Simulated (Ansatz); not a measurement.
# quartet NCO: levels of theory compared

Wanted: a comparison of 5 runs (UHF/STO-3G, U-revPBE/STO-3G, UB2PLYP/STO-3G, UCCSD/STO-3G, UCCSD(T)/STO-3G) of quartet NCO. 

Program for the calculation: Ansatz 0.2.0.

66 further runs of the same task are left out: 13 that didn't finish, 53 set aside as unsound or not needed.

**1. The system as given**

NCO: 3 atoms, total charge 0, spin state quartet. SMILES of the parent species: `[N]=C=O`. The shape is that of a PBE0-D4/def2-TZVP optimisation. That shape belongs to the parent species and isn't relaxed for this state.

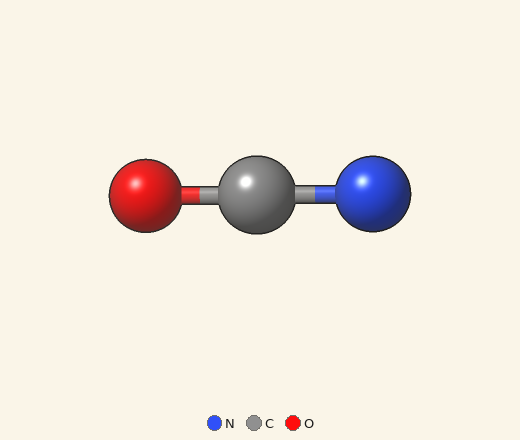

Viewed from a chosen angle; nitrogen blue, carbon grey, oxygen red.

**2. A single-point energy at UHF/STO-3G (run 1)**

run.yaml reads:

```yaml
crystal:
  periodic: [false, false, false]
  atoms:
    - {symbol: "N", position_ang: [0.968200, 0.423100, 0.579200]}
    - {symbol: C, position_ang: [-0.013800, -0.006000, -0.008300]}
    - {symbol: O, position_ang: [-0.954400, -0.417100, -0.571000]}
basis:
  gaussian:
    orbitals: STO-3G
accuracy: high
magnetization:
  spin_polarized: true
  initial_magnetization: 3
hamiltonian:
  xc: hf
```

Launch:

```sh
$ ansatz run run.yaml --threads 1 --pin off --max-ram 2610MiB --events-out events.jsonl --progress --plain --runs-dir runs
```

Log:

```text
Warning: RAYON_NUM_THREADS=1 ignored (pool sized by the plan → 1); use --threads N
Functional definition: HF
  name "HF"
  exchange = exact_x
  correlation = 0
251 factors; integrals over basis functions are off by at most 2.2e-8 eV
mean field evaluation 1: about -4480.7615 eV, gradient 1.2e1 eV
mean field evaluation 2: about -4480.8646 eV, gradient 1.2e1 eV
mean field evaluation 4: about -4482.2472 eV, gradient 2.1e0 eV
mean field evaluation 8: about -4482.3588 eV, gradient 3.0e-1 eV
mean field evaluation 16: about -4482.3692 eV, gradient 1.9e-8 eV
mean field evaluation 32: about -4482.3692 eV, gradient 2.8e-2 eV
mean field evaluation 64: about -4463.5520 eV, gradient 2.5e1 eV
mean field evaluation 96: about -4481.9364 eV, gradient 4.4e0 eV
mean field -4482.36921300 eV, -164.7240303189 hartree, gradient 1.9e-8 eV, S^2 3.893894; 5 other end points of the search recorded, 0 dependent functions left out
reference -4482.36921300 eV, -164.7240303189 hartree; 12, 9 occupied and 3, 6 virtual orbitals, 251 factors
Total energy: -4482.36921300 eV, -164.7240303189 hartree
```

Run time: 0.43 s. Hardware: 1 thread of Intel Xeon Platinum 8375C at 2.90GHz (Ice Lake), shared host.

**3. The energy at U-revPBE/STO-3G (run 2)**

molecule.yaml reads:

```yaml
crystal:
  periodic: [false, false, false]
  atoms:
    - {symbol: N, position_ang: [0.968200, 0.423100, 0.579200]}
    - {symbol: C, position_ang: [-0.013800, -0.006000, -0.008300]}
    - {symbol: O, position_ang: [-0.954400, -0.417100, -0.571000]}
basis:
  gaussian:
    orbitals: STO-3G
magnetization:
  spin_polarized: true
  initial_magnetization: 3
hamiltonian:
  xc: {name: revPBE}
accuracy: high
```

Launch:

```sh
$ ansatz run molecule.yaml --threads 1 --pin off --max-ram 2610MiB --events-out events.jsonl --progress --plain --runs-dir runs
```

Log:

```text
Warning: RAYON_NUM_THREADS=1 ignored (pool sized by the plan → 1); use --threads N
Functional definition: revPBE
  name "revPBE"
  parameter kappa = 1.245
  parameter beta = 0.06672455060314922
  exchange = pbe_x(kappa = kappa, mu = beta*pi^2/3)
  correlation = pbe_c(beta = beta)
251 factors; integrals over basis functions are off by at most 2.2e-8 eV
mean field evaluation 1: about -4501.4898 eV, gradient 1.5e1 eV
mean field evaluation 2: about -4482.7081 eV, gradient 4.7e1 eV
mean field evaluation 4: about -4503.0855 eV, gradient 2.5e0 eV
mean field evaluation 8: about -4503.0944 eV, gradient 2.3e-2 eV
mean field evaluation 16: about -4503.0944 eV, gradient 1.1e-7 eV
mean field evaluation 32: about -4503.0938 eV, gradient 1.6e-1 eV
mean field evaluation 64: about -4498.1763 eV, gradient 1.5e1 eV
mean field evaluation 96: about -4503.0944 eV, gradient 1.1e-5 eV
mean field -4503.09441024 eV, -165.4856672694 hartree, gradient 5.8e-11 eV, S^2 3.757358; 5 other end points of the search recorded, 0 dependent functions left out
reference -4503.09441141 eV, -165.4856673124 hartree; 12, 9 occupied and 3, 6 virtual orbitals, 251 factors
Total energy: -4503.09441141 eV, -165.4856673124 hartree
```

Wall time 22 s (1 thread of Intel Xeon Platinum 8375C at 2.90GHz (Ice Lake), shared host); peak memory 0.12 GiB.

Runs 3 to 4 aren't shown in full; the table further down has their settings and results.

**4. A single-point energy at UCCSD(T)/STO-3G (run 5)**

input.yaml reads:

```yaml
crystal:
  periodic: [false, false, false]
  atoms:
    - {symbol: N, position_ang: [0.968200, 0.423100, 0.579200]}
    - {symbol: C, position_ang: [-0.013800, -0.006000, -0.008300]}
    - {symbol: O, position_ang: [-0.954400, -0.417100, -0.571000]}
basis:
  gaussian:
    orbitals: STO-3G
magnetization:
  spin_polarized: true
  initial_magnetization: 3
correlation:
  method: ccsd_t
  frozen_orbitals: {C: 1, "N": 1, O: 1}
accuracy: high
scf:
  omitted_lower_state_checks: [cluster_reference, increment]
```

Launch:

```sh
$ ansatz run input.yaml --threads 1 --pin off --max-ram 2610MiB --events-out events.jsonl --progress --plain --runs-dir runs
```

Log:

```text
Warning: RAYON_NUM_THREADS=1 ignored (pool sized by the plan → 1); use --threads N
[... 4 set-up lines as earlier in the session ...]
these checks for a lower state are left out or cut short: cluster_reference, increment
251 factors; integrals over basis functions are off by at most 2.2e-8 eV
mean field evaluation 1: about -4480.7615 eV, gradient 1.2e1 eV
mean field evaluation 2: about -4480.8646 eV, gradient 1.2e1 eV
mean field evaluation 4: about -4482.2472 eV, gradient 2.1e0 eV
mean field evaluation 8: about -4482.3588 eV, gradient 3.0e-1 eV
mean field evaluation 16: about -4482.3692 eV, gradient 1.9e-8 eV
mean field evaluation 32: about -4482.3692 eV, gradient 2.7e-4 eV
mean field evaluation 64: about -4482.3692 eV, gradient 1.1e-4 eV
mean field -4482.36921300 eV, -164.7240303189 hartree, gradient 1.9e-8 eV, S^2 3.893894; 6 other end points of the search recorded, 0 dependent functions left out
3 core orbitals not correlated: weight in the atoms' cores, before any rotation towards them, 1.000 or more for the frozen orbitals, at most 0.000 for the correlated occupied ones
reference -4482.36921300 eV, -164.7240303189 hartree; 9, 6 occupied and 3, 6 virtual orbitals, 251 factors
second order -2.61842141 eV of doubles, -0.00000000 eV of singles
cycle   1  -3.04443283 eV  change   -4.3e-1 eV  update   8.1e-2
cycle   2  -3.41480973 eV  change   -3.7e-1 eV  update   4.7e-2
cycle   3  -3.55234080 eV  change   -1.4e-1 eV  update   2.2e-2
cycle   4  -3.55311125 eV  change   -7.7e-4 eV  update   7.3e-3
cycle   5  -3.56185756 eV  change   -8.7e-3 eV  update   3.2e-3
cycle   6  -3.56258252 eV  change   -7.2e-4 eV  update   1.7e-3
cycle   7  -3.56256849 eV  change    1.4e-5 eV  update   1.0e-3
cycle   8  -3.56416721 eV  change   -1.6e-3 eV  update   5.4e-4
cycle   9  -3.56361806 eV  change    5.5e-4 eV  update   2.7e-4
cycle  10  -3.56390681 eV  change   -2.9e-4 eV  update   1.4e-4
cycle  11  -3.56391757 eV  change   -1.1e-5 eV  update   6.1e-5
cycle  12  -3.56397564 eV  change   -5.8e-5 eV  update   2.4e-5
cycle  13  -3.56395447 eV  change    2.1e-5 eV  update   1.1e-5
cycle  14  -3.56395437 eV  change    9.7e-8 eV  update   4.3e-6
cycle  15  -3.56395991 eV  change   -5.5e-6 eV  update   2.1e-6
cycle  16  -3.56395988 eV  change    3.4e-8 eV  update   6.6e-7
cycle  17  -3.56395907 eV  change    8.0e-7 eV  update   3.0e-7
cycle  18  -3.56395869 eV  change    3.9e-7 eV  update   1.2e-7
cycle  19  -3.56395863 eV  change    6.0e-8 eV  update   8.7e-8
cycle  20  -3.56395889 eV  change   -2.6e-7 eV  update   5.8e-8
cycle  21  -3.56395891 eV  change   -1.5e-8 eV  update   3.6e-8
cycle  22  -3.56395856 eV  change    3.5e-7 eV  update   8.2e-8
cycle  23  -3.56395841 eV  change    1.4e-7 eV  update   4.2e-8
cycle  24  -3.56395835 eV  change    6.2e-8 eV  update   1.8e-8
cycle  25  -3.56395834 eV  change    7.4e-9 eV  update   6.9e-9
cycle  26  -3.56395833 eV  change    9.6e-9 eV  update   3.4e-9
cycle  27  -3.56395834 eV  change   -2.8e-9 eV  update   2.0e-9
cycle  28  -3.56395834 eV  change   -5.0e-9 eV  update   1.1e-9
cycle  29  -3.56395834 eV  change  -1.2e-10 eV  update  2.9e-10
perturbative correction -0.08074234 eV, -0.0029672262 hartree
Total energy: -4486.01391368 eV, -164.8579705985 hartree
Checks for a lower state left out: cluster_reference, increment
```

It took 0.96 s on 1 thread of Intel Xeon Platinum 8375C at 2.90GHz (Ice Lake), shared host.

**5. Overview of the runs**

```tsv
run	level	frozen core orbitals	energy (Eh)	⟨S²⟩	wall time
1	UHF/STO-3G	–	-164.724030	3.894	0.43 s
2	U-revPBE/STO-3G	–	-165.485667	3.757	22 s
3	UB2PLYP/STO-3G	3	-165.286816	3.799	29 s
4	UCCSD/STO-3G	3	-164.855003	3.894	0.63 s
5	UCCSD(T)/STO-3G	3	-164.857971	3.894	0.96 s
```

**6. What came out**

| quantity | value |
| --- | --- |
| run 5: total energy | -164.85797 Eh |
| run 5: correlation energy (3 core orbitals frozen) | -133.9 mEh |
| run 5: (T) correction | -2.97 mEh |
| run 5: ⟨S²⟩ of the reference determinant | 3.894 |
| run 5: T1 diagnostic | 0.032 |

In words: Below the UHF energy at the same shape and in the same basis (STO-3G): UCCSD -131.0 mEh; UCCSD(T) -133.9 mEh. Totals of different functionals can't be ranked against each other. In runs 1, 2, 3, 4, 5 the basis is minimal, so the values are rough. Spin contamination of the reference: run 1 ⟨S²⟩ = 3.89, run 4 ⟨S²⟩ = 3.89, run 5 ⟨S²⟩ = 3.89. All runs together took 52 s, the longest 29 s.
